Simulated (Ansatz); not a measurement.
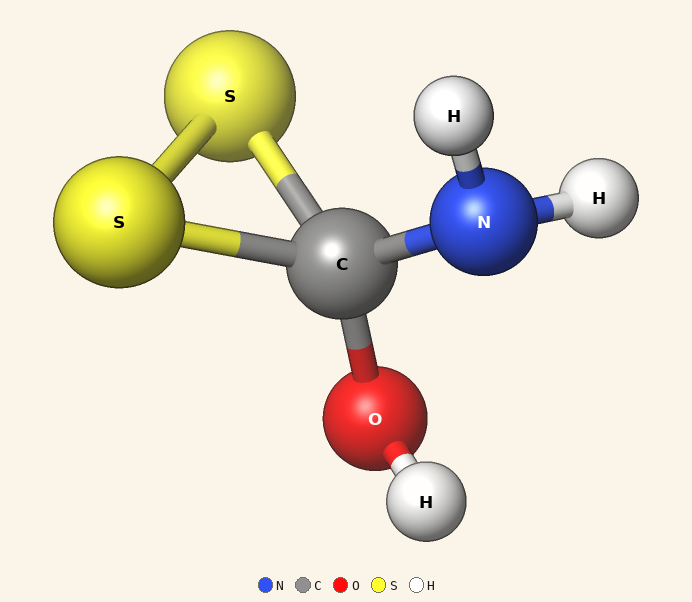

The picture shows a molecular structure as a ball-and-stick model. Every bond is drawn as one stick, whatever its order.

Describe the molecule.

The molecule is CH₃NOS₂. SMILES: `NC1(O)SS1`. Independent rings (smallest set): 1 of 3 members. Among its groups: alcohol, primary amine. The point group is C1. Coordination, clear cases only: 1 N trigonal pyramidal; 1 O bent.

More results for the same structure follow; atom numbers are the same in all pictures, views and colours differ. Computed geometry: PBE0-D4/def2-TZVP optimisation.

## Levels of theory compared

Program: Ansatz 0.2.0.

Tabulate HOMO–LUMO gap (eV), HOMO energy (eV) at these levels: BHLYP-D4/def2-TZVPP; HSE06 (plane-wave form)-D4/def2-TZVPP; PBE0-D4/def2-QZVPP; SPW92 (LDA)/def2-TZVPP; r2SCANh-D4/def2-TZVPP; ωB97X-V/def2-TZVPP.

```tsv
level	HOMO–LUMO gap (eV)	HOMO energy (eV)
BHLYP-D4/def2-TZVPP	6.46	−7.17
HSE06 (plane-wave form)-D4/def2-TZVPP	3.56	−5.66
PBE0-D4/def2-QZVPP	4.29	−6.11
SPW92 (LDA)/def2-TZVPP	2.12	−4.95
r2SCANh-D4/def2-TZVPP	3.34	−5.51
ωB97X-V/def2-TZVPP	8.86	−8.43
```

## Thermal motion

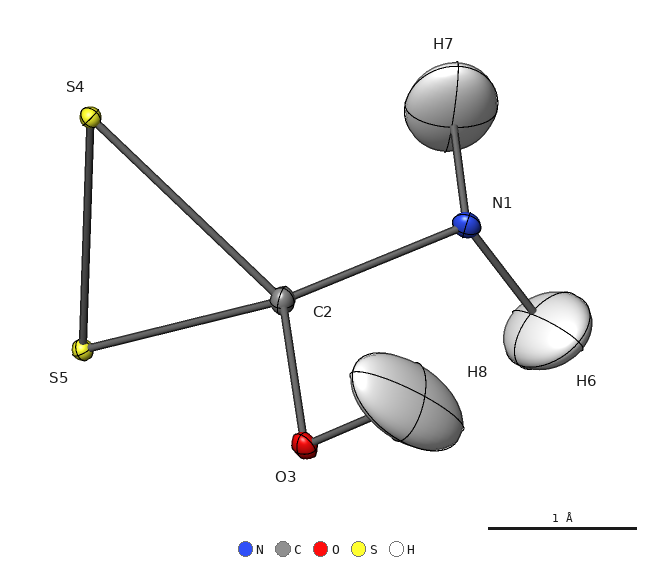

Displacement ellipsoids at the 50 % level, enlarged 1.5 times, from the internal vibrations of the free molecule (harmonic, no overall translation or rotation; no half-axis is drawn under 0.075 Å). Vibrations computed with RKS PBE0-D4/def2-TZVP (Ansatz 0.2.0). Temperature: 200 K.

Which atom has the largest mean-square displacement?

Answer. H8, with U_eq = 0.0236 Å².

Does H8 move more along its bond or across it?

Answer. Across it: the root-mean-square amplitude is 0.076 Å along the bond and up to 0.222 Å across, since bending and torsion are softer than stretching.

List U_eq and the three principal root-mean-square amplitudes for each kind of atom.

| atom | U_eq (Å²) | rms amplitudes (Å) |
| --- | --- | --- |
| N1 | 0.0017 | 0.033, 0.043, 0.045 |
| C2 | 0.0016 | 0.036, 0.039, 0.044 |
| O3 | 0.0016 | 0.032, 0.041, 0.046 |
| S4 | 0.00068 | 0.022, 0.026, 0.030 |
| S5 | 0.00068 | 0.022, 0.026, 0.030 |
| H6 | 0.0210 | 0.078, 0.132, 0.198 |
| H7 | 0.0213 | 0.073, 0.135, 0.201 |
| H8 | 0.0236 | 0.075, 0.126, 0.222 |

## Vibrations

Harmonic vibrations computed with RKS PBE0-D4/def2-TZVP (Ansatz 0.2.0) at a stationary point of the same level.

List the wavenumbers.

Answer. 18 modes: 255, 302, 369, 383, 400, 473, 556, 607, 696, 833, 1050, 1217, 1290, 1366, 1632, 3531, 3638, 3798 cm⁻¹.
